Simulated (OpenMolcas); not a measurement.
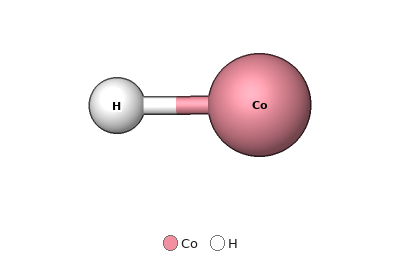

The molecule at the reference distance of 1.501 Å.

## CoH⁺: relativistic diatomic calculation (part 1 of 2)

- system: CoH⁺.
- method: SA-CASSCF(9,7)/XMS-CASPT2 + RASSI spin-orbit (X2C scalar, AMFI), ANO-RCC-VTZP (OpenMolcas)

## Input
```
&GATEWAY
Coord
2
angstrom
Co 0.0 0.0 0.0
H 0.0 0.0 1.5010
Basis=ANO-RCC-VTZP
Group=XY
RX2C
AMFI
ANGMom
0.0 0.0 0.0
RICD
&SEWARD
&GUESSORB
&RASSCF
FileOrb=$CurrDir/o42.orb
Symmetry=2
Spin=4
nActEl=9 0 0
Inactive=5 4
RAS2=5 2
CIRoot=6 6 1
Linear
Iterations=120 100
OrbListing=Nothing
PRWF=0.15
>>COPY $Project.RasOrb $CurrDir/o42.orb
>>COPY $Project.rasscf.h5 $CurrDir/r42.h5
&CASPT2
XMultistate=all
Imaginary=0.2
IPEA=0.25
MaxIter=40
>>COPY $Project.JobMix JOB001
&RASSCF
FileOrb=$CurrDir/o41.orb
Symmetry=1
Spin=4
nActEl=9 0 0
Inactive=5 4
RAS2=5 2
CIRoot=4 4 1
Linear
Iterations=120 100
OrbListing=Nothing
PRWF=0.15
>>COPY $Project.RasOrb $CurrDir/o41.orb
>>COPY $Project.rasscf.h5 $CurrDir/r41.h5
&CASPT2
XMultistate=all
Imaginary=0.2
IPEA=0.25
MaxIter=40
>>COPY $Project.JobMix JOB002
&RASSCF
FileOrb=$CurrDir/o22.orb
Symmetry=2
Spin=2
nActEl=9 0 0
Inactive=5 4
RAS2=5 2
CIRoot=4 4 1
Linear
Iterations=120 100
OrbListing=Nothing
PRWF=0.15
>>COPY $Project.RasOrb $CurrDir/o22.orb
>>COPY $Project.rasscf.h5 $CurrDir/r22.h5
&CASPT2
XMultistate=all
Imaginary=0.2
IPEA=0.25
MaxIter=40
>>COPY $Project.JobMix JOB003
&RASSCF
FileOrb=$CurrDir/o21.orb
Symmetry=1
Spin=2
nActEl=9 0 0
Inactive=5 4
RAS2=5 2
CIRoot=5 5 1
Linear
Iterations=120 100
OrbListing=Nothing
PRWF=0.15
>>COPY $Project.RasOrb $CurrDir/o21.orb
>>COPY $Project.rasscf.h5 $CurrDir/r21.h5
&CASPT2
XMultistate=all
Imaginary=0.2
IPEA=0.25
MaxIter=40
>>COPY $Project.JobMix JOB004
&RASSI
Nr of JobIphs=4 6 4 4 5
1 2 3 4 5 6
1 2 3 4
1 2 3 4
1 2 3 4 5
SpinOrbit
EJob
Omega
MEES
MESO
Properties=4
'AngMom' 3 'Mltpl  1' 1 'Mltpl  1' 2 'Mltpl  1' 3
Thrs=1.0d-4
>>COPY $Project.rassi.h5 $CurrDir/so.h5
```

The first orbital files come from an earlier step.

Hardware: 1 thread of Arm Neoverse V1, 24 GiB of memory available, shared host.

Launched with:
```bash
pymolcas m.inp (one call a module block, same work directory)
```

## Log (extracts)
```
++    Wave function specifications:
      Number of closed shell electrons          18
      Number of electrons in active shells       9
      Number of inactive orbitals                9
      Number of active orbitals                  7
      Number of secondary orbitals              57
      Spin quantum number                      1.5
      State symmetry                             2
++    Orbital specifications:
      Symmetry species                           1   2
                                                 a   b
      Frozen orbitals                            0   0
      Inactive orbitals                          5   4
      Active orbitals                            5   2
      RAS2 orbitals                              5   2
      Secondary orbitals                        29  28
      Number of basis functions                 39  34
      printout of CI-coefficients larger than  0.15 for root  1
      energy=   -1392.175025
      conf/sym  11111 22     Coeff  Weight
           104  02uu2 u2   0.69147 0.47813
           109  0u2u2 2u   0.69147 0.47813
      printout of CI-coefficients larger than  0.15 for root  2
      energy=   -1392.175025
      conf/sym  11111 22     Coeff  Weight
           103  02uu2 2u  -0.69147 0.47813
           110  0u2u2 u2   0.69147 0.47813
      printout of CI-coefficients larger than  0.15 for root  3
      energy=   -1392.168537
      conf/sym  11111 22     Coeff  Weight
           104  02uu2 u2  -0.56875 0.32347
           109  0u2u2 2u   0.56875 0.32347
           117  0uu22 2u  -0.55704 0.31030
      printout of CI-coefficients larger than  0.15 for root  4
      energy=   -1392.168537
      conf/sym  11111 22     Coeff  Weight
           103  02uu2 2u  -0.56875 0.32347
           110  0u2u2 u2  -0.56875 0.32347
           118  0uu22 u2  -0.55704 0.31030
      printout of CI-coefficients larger than  0.15 for root  5
      energy=   -1392.089293
      conf/sym  11111 22     Coeff  Weight
           103  02uu2 2u  -0.38708 0.14983
           110  0u2u2 u2  -0.38708 0.14983
           118  0uu22 u2   0.80480 0.64771
      printout of CI-coefficients larger than  0.15 for root  6
      energy=   -1392.089293
      conf/sym  11111 22     Coeff  Weight
           104  02uu2 u2   0.38708 0.14983
           109  0u2u2 2u  -0.38708 0.14983
           117  0uu22 2u  -0.80480 0.64771
      Natural orbitals and occupation numbers for root  1
      sym 1:   0.064303   1.499899   1.499899   1.000343   1.935643
      sym 2:   1.499957   1.499957
      Natural orbitals and occupation numbers for root  2
      sym 1:   0.064303   1.499899   1.499899   1.000343   1.935643
      sym 2:   1.499957   1.499957
      Natural orbitals and occupation numbers for root  3
      sym 1:   0.061405   1.339773   1.658227   1.001242   1.939435
      sym 2:   1.660183   1.339735
      Natural orbitals and occupation numbers for root  4
      sym 1:   0.061405   1.339773   1.658227   1.001242   1.939435
      sym 2:   1.339735   1.660183
      Natural orbitals and occupation numbers for root  5
      sym 1:   0.065015   1.167028   1.007264   1.821335   1.939593
      sym 2:   1.166970   1.832795
      Natural orbitals and occupation numbers for root  6
      sym 1:   0.065015   1.167028   1.007264   1.821335   1.939593
      sym 2:   1.832795   1.166970
      RASSCF energy for state  6                  -1392.08929278
::    RASSCF root number  1 Total energy:  -1392.17502485
::    RASSCF root number  2 Total energy:  -1392.17502485
::    RASSCF root number  3 Total energy:  -1392.16853721
::    RASSCF root number  4 Total energy:  -1392.16853721
::    RASSCF root number  5 Total energy:  -1392.08929278
::    RASSCF root number  6 Total energy:  -1392.08929278
      Von Neumann Entropy (Root   1) =  1.95029
++    Wave function specifications:
      Number of closed shell electrons           6
      Number of electrons in active shells       9
      Number of inactive orbitals                3
      Number of active orbitals                  7
      Number of secondary orbitals              57
      Spin quantum number                      1.5
      State symmetry                             2
      Number of CSFs                           120
      Number of CASSCF root(s) available         6
      CASPT2 state passed to geometry opt.       6
      A file JOBMIX will be created
      This is a MULTI-STATE CASSCF reference
      Number of CI roots used                    6
      These are:                                 1   2   3   4   5   6
      Off-diagonal elements of Heff are computed
  FINAL CASPT2 RESULT:
      Reference energy:       -1392.1750248521
      E2 (Non-variational):      -0.5223637305
      Shift correction:          -0.0008954423
      E2 (Variational):          -0.5232591728
      Total energy:           -1392.6982840250
      Reference weight:           0.92088
  FINAL CASPT2 RESULT:
      Reference energy:       -1392.1750248521
      E2 (Non-variational):      -0.5223637305
      Shift correction:          -0.0008954423
      E2 (Variational):          -0.5232591728
      Total energy:           -1392.6982840250
      Reference weight:           0.92088
  FINAL CASPT2 RESULT:
      Reference energy:       -1392.1685372132
      E2 (Non-variational):      -0.5336593712
      Shift correction:          -0.0009600408
      E2 (Variational):          -0.5346194120
      Total energy:           -1392.7031566252
      Reference weight:           0.91828
  FINAL CASPT2 RESULT:
      Reference energy:       -1392.1685372132
      E2 (Non-variational):      -0.5336593712
      Shift correction:          -0.0009600408
      E2 (Variational):          -0.5346194120
      Total energy:           -1392.7031566252
      Reference weight:           0.91828
  FINAL CASPT2 RESULT:
      Reference energy:       -1392.0892927807
      E2 (Non-variational):      -0.5334651608
      Shift correction:          -0.0011154413
      E2 (Variational):          -0.5345806020
      Total energy:           -1392.6238733827
      Reference weight:           0.91515
  FINAL CASPT2 RESULT:
      Reference energy:       -1392.0892927807
      E2 (Non-variational):      -0.5334651608
      Shift correction:          -0.0011154413
      E2 (Variational):          -0.5345806021
      Total energy:           -1392.6238733828
      Reference weight:           0.91515
       Total XMS-CASPT2 energies:
::    XMS-CASPT2 Root  1     Total energy:  -1392.69830046
::    XMS-CASPT2 Root  2     Total energy:  -1392.69830046
::    XMS-CASPT2 Root  3     Total energy:  -1392.69206135
::    XMS-CASPT2 Root  4     Total energy:  -1392.69206135
::    XMS-CASPT2 Root  5     Total energy:  -1392.63495222
::    XMS-CASPT2 Root  6     Total energy:  -1392.63495222
++    Wave function specifications:
      Number of closed shell electrons          18
      Number of electrons in active shells       9
      Number of inactive orbitals                9
      Number of active orbitals                  7
      Number of secondary orbitals              57
      Spin quantum number                      1.5
      State symmetry                             1
      printout of CI-coefficients larger than  0.15 for root  1
      energy=   -1392.172587
      conf/sym  11111 22     Coeff  Weight
            53  022u2 uu  -0.48765 0.23780
           104  0uuu2 22   0.84660 0.71674
      printout of CI-coefficients larger than  0.15 for root  2
      energy=   -1392.160983
      conf/sym  11111 22     Coeff  Weight
            61  02u22 uu  -0.98580 0.97179
      printout of CI-coefficients larger than  0.15 for root  3
      energy=   -1392.160983
      conf/sym  11111 22     Coeff  Weight
            64  0u222 uu   0.98580 0.97179
      printout of CI-coefficients larger than  0.15 for root  4
      energy=   -1392.096299
      conf/sym  11111 22     Coeff  Weight
            53  022u2 uu   0.84870 0.72029
           104  0uuu2 22   0.48335 0.23363
      Natural orbitals and occupation numbers for root  1
      sym 1:   0.064745   1.247266   1.247266   1.000840   1.934599
      sym 2:   1.752642   1.752642
      Natural orbitals and occupation numbers for root  2
      sym 1:   0.051830   1.999924   1.000000   1.998871   1.949374
      sym 2:   1.000000   1.000000
      Natural orbitals and occupation numbers for root  3
      sym 1:   0.051830   1.000000   1.999924   1.998871   1.949374
      sym 2:   1.000000   1.000000
      Natural orbitals and occupation numbers for root  4
      sym 1:   0.060339   1.752460   1.752460   1.006187   1.934154
      sym 2:   1.247200   1.247200
      RASSCF energy for state  4                  -1392.09629879
::    RASSCF root number  1 Total energy:  -1392.17258671
::    RASSCF root number  2 Total energy:  -1392.16098321
::    RASSCF root number  3 Total energy:  -1392.16098321
::    RASSCF root number  4 Total energy:  -1392.09629879
      Von Neumann Entropy (Root   1) =  1.88993
++    Wave function specifications:
      Number of closed shell electrons           6
      Number of electrons in active shells       9
      Number of inactive orbitals                3
      Number of active orbitals                  7
      Number of secondary orbitals              57
      Spin quantum number                      1.5
      State symmetry                             1
      Number of CSFs                           104
      Number of CASSCF root(s) available         4
      CASPT2 state passed to geometry opt.       4
      A file JOBMIX will be created
      This is a MULTI-STATE CASSCF reference
      Number of CI roots used                    4
      These are:                                 1   2   3   4
      Off-diagonal elements of Heff are computed
  FINAL CASPT2 RESULT:
      Reference energy:       -1392.1725867091
      E2 (Non-variational):      -0.5322835858
      Shift correction:          -0.0010110237
      E2 (Variational):          -0.5332946095
      Total energy:           -1392.7058813186
      Reference weight:           0.91734
  FINAL CASPT2 RESULT:
      Reference energy:       -1392.1609832092
      E2 (Non-variational):      -0.5198286745
      Shift correction:          -0.0009909021
      E2 (Variational):          -0.5208195766
      Total energy:           -1392.6818027858
      Reference weight:           0.91939
  FINAL CASPT2 RESULT:
      Reference energy:       -1392.1609832092
      E2 (Non-variational):      -0.5198668545
      Shift correction:          -0.0009910605
      E2 (Variational):          -0.5208579150
      Total energy:           -1392.6818411242
      Reference weight:           0.91938
  FINAL CASPT2 RESULT:
      Reference energy:       -1392.0962987854
      E2 (Non-variational):      -0.5390254018
      Shift correction:          -0.0009863810
      E2 (Variational):          -0.5400117828
      Total energy:           -1392.6363105682
      Reference weight:           0.91680
       Total XMS-CASPT2 energies:
::    XMS-CASPT2 Root  1     Total energy:  -1392.70142114
::    XMS-CASPT2 Root  2     Total energy:  -1392.68184112
::    XMS-CASPT2 Root  3     Total energy:  -1392.68180279
::    XMS-CASPT2 Root  4     Total energy:  -1392.64077074
++    Wave function specifications:
      Number of closed shell electrons          18
      Number of electrons in active shells       9
      Number of inactive orbitals                9
      Number of active orbitals                  7
      Number of secondary orbitals              57
      Spin quantum number                      0.5
      State symmetry                             2
      printout of CI-coefficients larger than  0.15 for root  1
      energy=   -1392.097663
      conf/sym  11111 22     Coeff  Weight
           184  02ud2 u2  -0.55487 0.30788
           189  0u2d2 2u  -0.55487 0.30788
           199  0ud22 2u   0.20281 0.04113
           226  02uu2 d2  -0.34395 0.11830
           231  0u2u2 2d  -0.34395 0.11830
      printout of CI-coefficients larger than  0.15 for root  2
      energy=   -1392.097663
      conf/sym  11111 22     Coeff  Weight
           183  02ud2 2u  -0.55487 0.30788
           190  0u2d2 u2   0.55487 0.30788
           200  0ud22 u2   0.20281 0.04113
           225  02uu2 2d  -0.34395 0.11830
           232  0u2u2 d2   0.34395 0.11830
      printout of CI-coefficients larger than  0.15 for root  3
      energy=   -1392.090488
      conf/sym  11111 22     Coeff  Weight
            55  02222 u0   0.15551 0.02418
           174  02202 u2  -0.38413 0.14756
           184  02ud2 u2  -0.17762 0.03155
           189  0u2d2 2u   0.17762 0.03155
           196  02022 u2   0.18004 0.03241
           202  00222 u2   0.18004 0.03241
           226  02uu2 d2  -0.55782 0.31116
           231  0u2u2 2d   0.55782 0.31116
      printout of CI-coefficients larger than  0.15 for root  4
      energy=   -1392.090488
      conf/sym  11111 22     Coeff  Weight
            56  02222 0u  -0.15551 0.02418
           173  02202 2u  -0.38413 0.14756
           183  02ud2 2u   0.17762 0.03155
           190  0u2d2 u2   0.17762 0.03155
           195  02022 2u   0.18004 0.03241
           201  00222 2u   0.18004 0.03241
           225  02uu2 2d   0.55782 0.31116
           232  0u2u2 d2   0.55782 0.31116
      Natural orbitals and occupation numbers for root  1
      sym 1:   0.075490   1.456937   1.456937   1.099216   1.911480
      sym 2:   1.499969   1.499969
      Natural orbitals and occupation numbers for root  2
      sym 1:   0.075490   1.456937   1.456937   1.099216   1.911480
      sym 2:   1.499969   1.499969
      Natural orbitals and occupation numbers for root  3
      sym 1:   0.061899   1.547669   1.545062   0.967705   1.928710
      sym 2:   1.383972   1.564983
      Natural orbitals and occupation numbers for root  4
      sym 1:   0.061899   1.547669   1.545062   0.967705   1.928710
      sym 2:   1.564983   1.383972
      RASSCF energy for state  4                  -1392.09048757
::    RASSCF root number  1 Total energy:  -1392.09766331
::    RASSCF root number  2 Total energy:  -1392.09766331
::    RASSCF root number  3 Total energy:  -1392.09048757
::    RASSCF root number  4 Total energy:  -1392.09048757
      Von Neumann Entropy (Root   1) =  2.00396
++    Wave function specifications:
      Number of closed shell electrons           6
      Number of electrons in active shells       9
      Number of inactive orbitals                3
      Number of active orbitals                  7
      Number of secondary orbitals              57
      Spin quantum number                      0.5
      State symmetry                             2
      Number of CSFs                           240
      Number of CASSCF root(s) available         4
      CASPT2 state passed to geometry opt.       4
      A file JOBMIX will be created
      This is a MULTI-STATE CASSCF reference
      Number of CI roots used                    4
      These are:                                 1   2   3   4
      Off-diagonal elements of Heff are computed
  FINAL CASPT2 RESULT:
      Reference energy:       -1392.0976633118
      E2 (Non-variational):      -0.5470859584
      Shift correction:          -0.0010297380
      E2 (Variational):          -0.5481156963
      Total energy:           -1392.6457790082
      Reference weight:           0.91450
  FINAL CASPT2 RESULT:
      Reference energy:       -1392.0976633118
      E2 (Non-variational):      -0.5470859584
      Shift correction:          -0.0010297380
      E2 (Variational):          -0.5481156963
      Total energy:           -1392.6457790082
      Reference weight:           0.91450
  FINAL CASPT2 RESULT:
      Reference energy:       -1392.0904875706
      E2 (Non-variational):      -0.5425957580
      Shift correction:          -0.0009939511
      E2 (Variational):          -0.5435897091
      Total energy:           -1392.6340772797
      Reference weight:           0.91586
  FINAL CASPT2 RESULT:
      Reference eneSPIN-FREE ENERGIES:
  (Shifted by EMIN (a.u.) =      -1392.7014211427)
 SF State       Relative EMIN(au)   Rel lowest level(eV)    D:o, cm**(-1)      Abs_M
     7             0.0000000000        0.0000000000              0.0000         0.0
     2             0.0031206809        0.0849180523            684.9103         3.0
     1             0.0031206809        0.0849180523            684.9103         3.0
     4             0.0093597896        0.2546928496           2054.2364         1.0
     3             0.0093597896        0.2546928496           2054.2364         1.0
     8             0.0195800185        0.5327994456           4297.3173         2.0
     9             0.0196183568        0.5338426854           4305.7316         2.0
    15             0.0526434608        1.4325015458          11553.9042         2.0
    16             0.0526531555        1.4327653509          11556.0319         2.0
    11             0.0556420492        1.5140972927          12212.0182         3.0
    12             0.0556420492        1.5140972927          12212.0182         3.0
    10             0.0606503986        1.6503814216          13311.2239         0.0
     6             0.0664689246        1.8087115803          14588.2427         1.0
     5             0.0664689246        1.8087115803          14588.2427         1.0
    13             0.0673439482        1.8325221859          14780.2882         1.0
    14             0.0673439482        1.8325221859          14780.2882         1.0
    17             0.0806757423        2.1952987839          17706.2788         0.2
    18             0.0849720738        2.3122079189          18649.2146         4.0
    19             0.0849916105        2.3127395399          18653.5024         4.0
```

(Continued in part 2.) Outcome of the run: converged.
